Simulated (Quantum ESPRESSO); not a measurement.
# MnPSe3: parallel and opposed starts, part 2 of 2

A self-consistent run ends on one state, which hangs on the start. Several orders of MnPSe3 are started in Quantum ESPRESSO and their energies compared.

Quantum ESPRESSO 7.5; LDA; plane waves with GBRV 1.5 LDA potentials, no spin-orbit coupling.

So far: Set-up; Start 1: ferro ++.

### Step 3. Run 2 (antiferro +−)

pw.in

```
&CONTROL
  calculation = 'scf'
  prefix = 'pwscf'
  outdir = './tmp'
  pseudo_dir = './pseudo'
  disk_io = 'nowf'
/
&SYSTEM
  ibrav = 0
  nat = 10
  ntyp = 4
  ecutwfc = 40
  ecutrho = 280
  nbnd = 51
  occupations = 'smearing'
  smearing = 'fd'
  degauss = 0.00367493
  nspin = 2
  starting_magnetization(1) = 0.3
  starting_magnetization(2) = -0.3
  starting_magnetization(3) = 0
  starting_magnetization(4) = 0
/
&ELECTRONS
  conv_thr = 2d-08
  electron_maxstep = 150
  mixing_beta = 0.3
/
ATOMIC_SPECIES
Mn1    54.9380 mn_lda_v1.5.uspp.F.UPF
Mn2    54.9380 mn_lda_v1.5.uspp.F.UPF
P      30.9738 p_lda_v1.5.uspp.F.UPF
Se     78.9710 se_lda_v1.uspp.F.UPF
CELL_PARAMETERS angstrom
   3.1997804373    1.8473940968    6.9054975756
  -3.1997804373    1.8473940968    6.9054975756
   0.0000000000   -3.6947881936    6.9054975756
ATOMIC_POSITIONS crystal
Mn1     0.8323828600    0.8323828600    0.8323828600
Mn2     0.1676171400    0.1676171400    0.1676171400
P       0.5535793900    0.5535793900    0.5535793900
P       0.4464206100    0.4464206100    0.4464206100
Se      0.4151439300    0.7494138000    0.0889330100
Se      0.0889330100    0.4151439300    0.7494138000
Se      0.7494138000    0.0889330100    0.4151439300
Se      0.5848560700    0.2505862000    0.9110669900
Se      0.9110669900    0.5848560700    0.2505862000
Se      0.2505862000    0.9110669900    0.5848560700
K_POINTS automatic
4 4 4 0 0 0
```

The run is started by

```console
> OMP_NUM_THREADS=1 mpirun -n 4 pw.x -nk 4 -in pw.in > pw.out
```

Output:

```text
[banner, memory and clock lines left out]
Program PWSCF v.7.5 starts

     Message from routine setup:
     using ibrav=0 with symmetry is DISCOURAGED, use correct ibrav instead

     bravais-lattice index     =            0
     lattice parameter (alat)  =      14.8000  a.u.
     unit-cell volume          =    1652.8086 (a.u.)^3
     number of atoms/cell      =           10
     number of atomic types    =            4
     number of electrons       =        76.00
     number of Kohn-Sham states=           51
     kinetic-energy cutoff     =      40.0000  Ry
     charge density cutoff     =     280.0000  Ry
     scf convergence threshold =      2.0E-08
     mixing beta               =       0.3000
     number of iterations used =            8  plain     mixing
     Exchange-correlation= SLA  PZ   NOGX NOGC
                           (   1   1   0   0   0   0   0)

     celldm(1)=  14.799989  celldm(2)=   0.000000  celldm(3)=   0.000000
     celldm(4)=   0.000000  celldm(5)=   0.000000  celldm(6)=   0.000000

     crystal axes: (cart. coord. in units of alat)
               a(1) = (   0.408562   0.235883   0.881724 )
               a(2) = (  -0.408562   0.235883   0.881724 )
               a(3) = (   0.000000  -0.471766   0.881724 )

     reciprocal axes: (cart. coord. in units 2 pi/alat)
               b(1) = (  1.223805  0.706564  0.378047 )
               b(2) = ( -1.223805  0.706564  0.378047 )
               b(3) = (  0.000000 -1.413129  0.378047 )

     PseudoPot. # 1 for Mn read from file:
     mn_lda_v1.5.uspp.F.UPF
     Pseudo is Ultrasoft + core correction, Zval = 15.0

     PseudoPot. # 2 for Mn read from file:
     mn_lda_v1.5.uspp.F.UPF
     Pseudo is Ultrasoft + core correction, Zval = 15.0

     PseudoPot. # 3 for P  read from file:
     p_lda_v1.5.uspp.F.UPF
     Pseudo is Ultrasoft + core correction, Zval =  5.0

     PseudoPot. # 4 for Se read from file:
     se_lda_v1.uspp.F.UPF
     Pseudo is Ultrasoft + core correction, Zval =  6.0

     atomic species   valence    mass     pseudopotential
     Mn1              15.00    54.93800     Mn( 1.00)
     Mn2              15.00    54.93800     Mn( 1.00)
     P                 5.00    30.97380     P ( 1.00)
     Se                6.00    78.97100     Se( 1.00)

     Starting magnetic structure
     atomic species   magnetization
     Mn1             0.300
     Mn2            -0.300
     P               0.000
     Se              0.000

      3 Sym. Ops. (no inversion) found

   Cartesian axes

     site n.     atom                  positions (alat units)
         1        Mn1    tau(   1) = (   0.0000000   0.0000000   2.2017948  )
         2        Mn2    tau(   2) = (   0.0000000  -0.0000000   0.4433759  )
         3        P      tau(   3) = (  -0.0000000  -0.0000000   1.4643120  )
         4        P      tau(   4) = (   0.0000000   0.0000000   1.1808587  )
         5        Se     tau(   5) = (  -0.1365699   0.2327440   1.1052323  )
         6        Se     tau(   6) = (  -0.1332773  -0.2346450   1.1052323  )
         7        Se     tau(   7) = (   0.2698472   0.0019010   1.1052323  )
         8        Se     tau(   8) = (   0.1365699  -0.2327440   1.5399384  )
         9        Se     tau(   9) = (   0.1332773   0.2346450   1.5399384  )
        10        Se     tau(  10) = (  -0.2698472  -0.0019010   1.5399384  )

     number of k points=    14  Fermi-Dirac smearing, width (Ry)=  0.0037
                       cart. coord. in units 2pi/alat
        k(    1) = (   0.0000000   0.0000000   0.0000000), wk =   0.0156250
        k(    2) = (   0.0000000  -0.3532822   0.0945119), wk =   0.0937500
        k(    3) = (   0.0000000   0.7065644  -0.1890237), wk =   0.0468750
        k(    4) = (  -0.3059513  -0.1766411   0.1890237), wk =   0.0937500
        k(    5) = (  -0.3059513   0.8832054  -0.0945119), wk =   0.0937500
        [... 9 further k-points ...]

     Dense  grid:   130893 G-vectors     FFT dimensions: (  80,  80,  80)

     Smooth grid:    56513 G-vectors     FFT dimensions: (  60,  60,  60)

     Check: negative core charge=   -0.000012
     Generating pointlists ...
     new r_m :   0.1440 (alat units)  2.1318 (a.u.) for type    1
     new r_m :   0.1440 (alat units)  2.1318 (a.u.) for type    2
     new r_m :   0.1156 (alat units)  1.7109 (a.u.) for type    3
     new r_m :   0.1156 (alat units)  1.7109 (a.u.) for type    4

     Initial potential from superposition of free atoms

     starting charge      74.9992, renormalised to      76.0000
     Starting wfcs are   58 randomized atomic wfcs

     Self-consistent Calculation

     iteration #  1     ecut=    40.00 Ry     beta= 0.30
     Davidson diagonalization with overlap
     ethr =  1.00E-02,  avg # of iterations =  2.9

     Threshold (ethr) on eigenvalues was too large:
     Diagonalizing with lowered threshold

     Davidson diagonalization with overlap
     ethr =  4.43E-04,  avg # of iterations =  2.5

     total energy              =    -712.66064007 Ry
     estimated scf accuracy    <       0.35705317 Ry

     total magnetization       =    -0.00 Bohr mag/cell
     absolute magnetization    =     8.97 Bohr mag/cell

     iteration #  2     ecut=    40.00 Ry     beta= 0.30
     Davidson diagonalization with overlap
     ethr =  4.70E-04,  avg # of iterations =  2.4

     total energy              =    -712.69704807 Ry
     estimated scf accuracy    <       0.07271887 Ry

     total magnetization       =    -0.00 Bohr mag/cell
     absolute magnetization    =     8.90 Bohr mag/cell

     [... further iterations left out ...]

     iteration # 12     ecut=    40.00 Ry     beta= 0.30
     Davidson diagonalization with overlap
     ethr =  1.59E-10,  avg # of iterations =  5.5

     total energy              =    -712.70506382 Ry
     estimated scf accuracy    <       0.00000004 Ry

     total magnetization       =     0.00 Bohr mag/cell
     absolute magnetization    =     9.00 Bohr mag/cell

     iteration # 13     ecut=    40.00 Ry     beta= 0.30
     Davidson diagonalization with overlap
     ethr =  5.33E-11,  avg # of iterations =  2.8

     Magnetic moment per site  (integrated on atomic sphere of radius R)
     atom   1 (R=0.144)  charge= 13.4075  magn=  4.1681
     atom   2 (R=0.144)  charge= 13.4075  magn= -4.1681
     atom   3 (R=0.116)  charge=  2.4390  magn= -0.0003
     atom   4 (R=0.116)  charge=  2.4390  magn=  0.0003
     atom   5 (R=0.116)  charge=  2.8566  magn= -0.0002
     atom   6 (R=0.116)  charge=  2.8566  magn= -0.0002
     atom   7 (R=0.116)  charge=  2.8566  magn= -0.0002
     atom   8 (R=0.116)  charge=  2.8566  magn=  0.0002
     atom   9 (R=0.116)  charge=  2.8566  magn=  0.0002
     atom  10 (R=0.116)  charge=  2.8566  magn=  0.0002

     End of self-consistent calculation

     [... lines left out ...]
     the Fermi energy is     5.9592 ev

!    total energy              =    -712.70506383 Ry
     estimated scf accuracy    <          1.4E-09 Ry
     smearing contrib. (-TS)   =      -0.00000311 Ry
     internal energy E=F+TS    =    -712.70506071 Ry

     The total energy is F=E-TS. E is the sum of the following terms:
     one-electron contribution =    -420.76393512 Ry
     hartree contribution      =     235.88104947 Ry
     xc contribution           =    -240.18673879 Ry
     ewald contribution        =    -287.63543628 Ry

     total magnetization       =    -0.00 Bohr mag/cell
     absolute magnetization    =     9.00 Bohr mag/cell

     convergence has been achieved in  13 iterations
```

Elapsed: 2.2 min, on 4 MPI ranks of Arm Neoverse V1, shared host; peak memory 1.2 GiB; 8.8 min of CPU time.

Spin moment in the atom's sphere by atom:

```
atom  spin moment in the atom's sphere (μB)
 Mn1                                   4.17
 Mn2                                  -4.17
  P3                                   0.00
  P4                                   0.00
 Se5                                   0.00
 Se6                                   0.00
 Se7                                   0.00
 Se8                                   0.00
 Se9                                   0.00
Se10                                   0.00
```

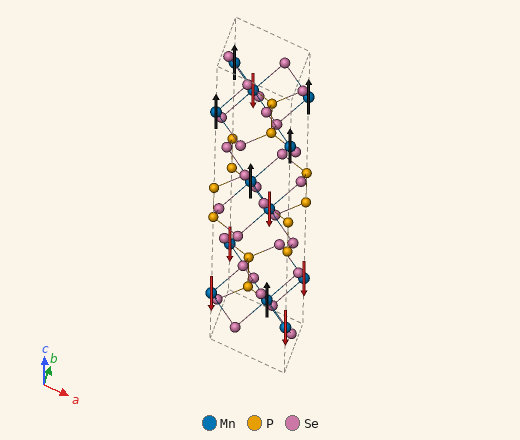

Spin moment in the atom's sphere as arrows, the longest 4.17 μB. Up and down stand for the sign. Arrows give size and sign along the axis of quantisation, drawn up and down the page. The two directions have two colours. Some periodic images of atoms are drawn too.

This step gave:

```
smearing term TS       : 4.24e-5 eV
magnetization          : 0 μB
absolute magnetization : 9.002 μB
final state            : antiferromagnetic
```

### Step 4. The states side by side

An order is kept where moments of 0.15 μB or more survive with the typed signs; meshes match where a doubled cell samples the same k points as the first cell.

Orders:

```csv
start,final state,typed order kept,energy over the lowest (meV a seeded atom),largest site moment (μB),net moment (μB a cell of the first run),mesh matched,CPU time (s)
ferro ++,ferromagnetic,yes,88.44,4.207,9.704,yes,525.6
antiferro +-,antiferromagnetic,yes,0,4.168,0,yes,527.3
```

### Step 5. Summary of results

```yaml
lowest_state_found: antiferromagnetic (from antiferro +-)
largest_site_moment: 4.17 μB
next_state_with_moments: ferromagnetic, 88.4 meV a seeded atom higher
```

In words: This is the lowest of 2 collinear or spinless starts, no proof of the ground state. A computed site moment is spin alone and hangs on the region that is counted: the program's spheres do not touch and miss the tail of the moment. Measured moments hold any orbital part as well, and belong to the order of the sample, which need not be the order of this run.

Comparison with the measured values:

```
        quantity  measured  in the sphere
moment (Mn) (μB)      3.83  4.17 (+8.8 %)
```

Measured values from arxiv:2010.08394 (2020).

How well it matches: The moment is off by +8.8 %. No cell relaxation is part of this session.

[Logs and program files are shortened in this print: banners, set-up blocks, solver, clock and traceback lines can be left out without a mark of their own.]

[Logs are printed without paths, hosts, clocks, repeated set-up lines and the standing remarks that a program may print on its own settings, such as how far it seeks lower states.]

[Hosts, paths, dates, database ids (printed as entryN), source tags and the programs' standing remarks are cut or masked in the printed files.]

[Where a cell is said to come from a database of computed structures, the database is the Materials Project.]
